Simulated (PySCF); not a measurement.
SMILES OCc1ccco1 (C5H6O2) at its GFN2-xTB optimised geometry (Å):

```
13

O     -1.9961    -1.8867     1.3219
C     -1.4748    -1.6575     0.0294
C     -0.4726    -0.5481     0.0000
C      0.8908    -0.5481     0.0000
C      1.2882     0.8116     0.0000
C      0.1384     1.5358     0.0052
O     -0.9329     0.7253     0.0064
H     -2.3826    -1.0653     1.6468
H     -2.2894    -1.4299    -0.6743
H     -0.9947    -2.5915    -0.2673
H      1.5293    -1.4070    -0.0012
H      2.2894     1.1905    -0.0026
H     -0.0470     2.5915     0.0089
```

Level of theory: PBE0/def2-TZVP (PySCF). Cells within 0.4 Å of a nucleus heavier than hydrogen are left out (blank, or x).

Map of the HOMO−1 amplitude (bohr^(-3/2)), clipped to [-0.25, 0.25] on the plane z = 1.5 Å; orbital energy -8.07 eV, overall sign arbitrary:

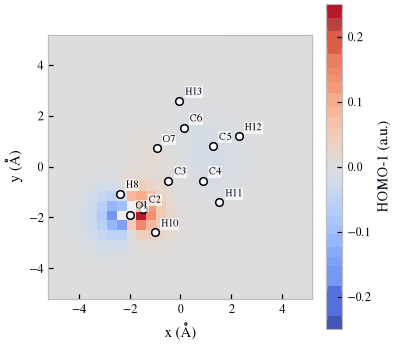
*HOMO−1 amplitude (bohr^(-3/2)), clipped to [-0.25, 0.25] on the plane z = 1.5 Å.*
